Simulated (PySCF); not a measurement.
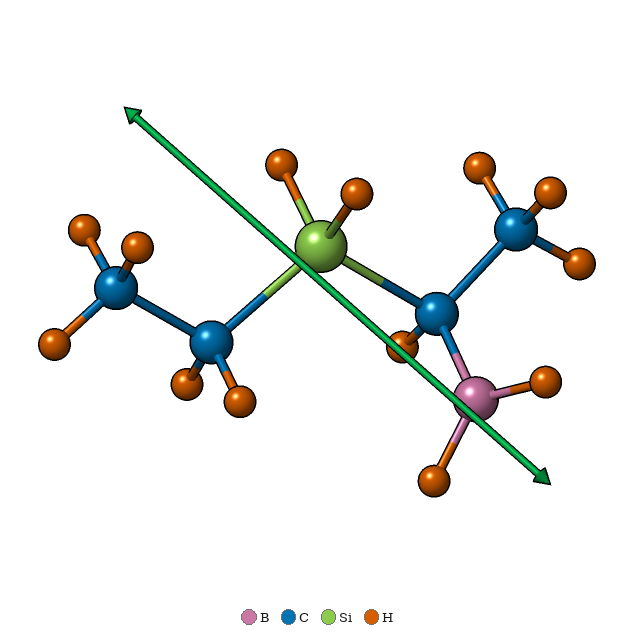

The double arrow shows the direction of the transition dipole to excited singlet state 6 (its length means nothing). The computed structure is the end point of a GFN2-xTB optimisation. No frequency run is at hand to confirm it as a minimum. Level of theory: TDDFT CAM-B3LYP/def2-SVPD, vertical, gas phase, core orbitals frozen in the response (PySCF 2.14.0).

Question. Where does the transition lie, and how strong is it?

Answer. 7.84 eV (158 nm), oscillator strength 0.038, of mixed character, with the largest part HOMO−4 → LUMO (weight 0.41); transition dipole 1.13 D.

The geometry is semi-empirical. Around B, Si such bond lengths and angles can be off by a tenth of an ångström or more and by several degrees, and values that hang on the shape move with them.
